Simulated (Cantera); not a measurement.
Feed: 1 mol SiH₄, 52 mol N₂, held at 1.50 mbar.

Cantera equilibrium calculation (NASA polynomials, part measured and part estimated; ideal gas, pure solids and liquids). Candidate condensed phases: Si, Si₃N₄; 18 gas species. N₂ is the only nitrogen source here; it is nearly inert below about 1500 K, so the nitride shown seldom forms there in practice. The tables' values for SiN are old estimates; treat these amounts as uncertain. Rates play no part.

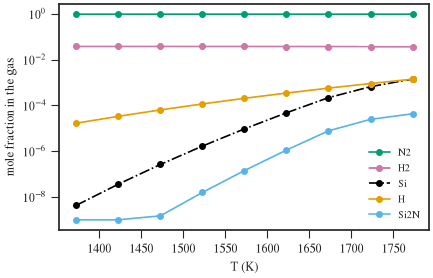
Figure: Equilibrium gas composition (values under 1e-9 drawn at 1e-9)

From 1373 K to 1673 K the condensed part is Si₃N₄(s). From 1723 K to 1773 K the condensed part is Si(l).
